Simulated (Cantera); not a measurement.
Charge: 1 mol Si, 0.014 mol CO2, 1.3 mol N2, at 30.8 Torr.

These are equilibrium values from Cantera (NASA tables, ideal gas, pure condensed phases), not measurements of a reactor. Candidate condensed phases: C, Si, SiC, SiO2, Si2N2O, Si3N4; 34 gas species. N2 is the only nitrogen source here; it is nearly inert below about 1500 K, so the nitride shown seldom forms there in practice. Mutual solubility and eutectic melting of coexisting phases are not modelled. Equilibrium is a limit: real reactors are often held back by kinetics, nucleation or transport.

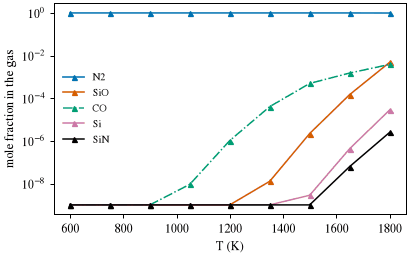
*Equilibrium gas composition (values under 1e-9 drawn at 1e-9)*

From 600 K to 1350 K the condensed part is C(graphite) + Si2N2O(s) + Si3N4(s). From 1500 K to 1800 K the condensed part is SiC(s) + Si2N2O(s) + Si3N4(s).
